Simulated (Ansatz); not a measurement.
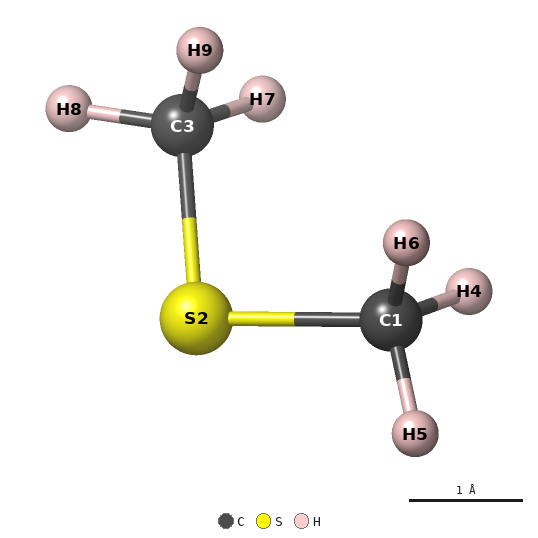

Figure made from data computed with Ansatz.

Geometry: moved along internal coordinates away from the minimum.

Question: How are the neighbours of atom 3 arranged?

Answer: C3 has 4 neighbours (S2 at 1.80, H7 at 1.09, H8 at 1.09, H9 at 1.09 Å); the arrangement is tetrahedral.

Question: How are the neighbours of atom 1 arranged?

Answer: C1 has 4 neighbours (S2 at 1.83, H4 at 1.09, H5 at 1.09, H6 at 1.09 Å); the arrangement is tetrahedral.

Question: What is the geometry at S2?

Answer: S2 has 2 neighbours (C1 at 1.83, C3 at 1.80 Å); the arrangement is bent.
